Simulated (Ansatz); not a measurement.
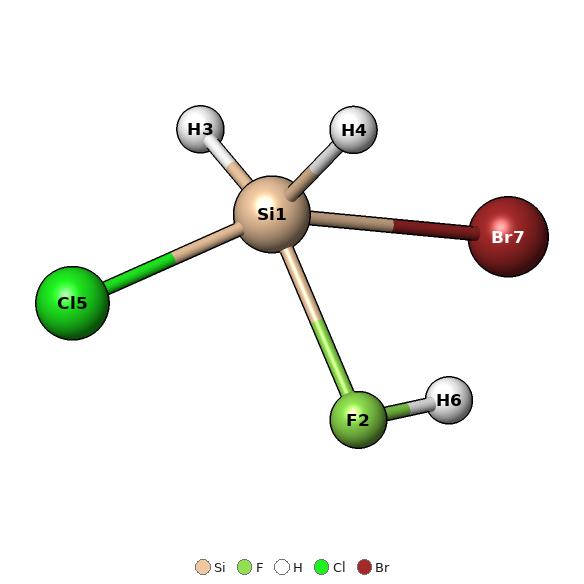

Sticks follow a distance rule. Harmonic vibrations computed with RKS PBE0-D4/def2-TZVP (Ansatz 0.2.0) at a stationary point of the same level.

### How many imaginary frequencies does it have?

A first-order saddle point: one imaginary frequency, 229i cm⁻¹.

### List the wavenumbers.

15 modes: 229i, 88, 222, 291, 370, 495, 523, 712, 806, 853, 926, 1043, 2273, 2331, 2427 cm⁻¹.
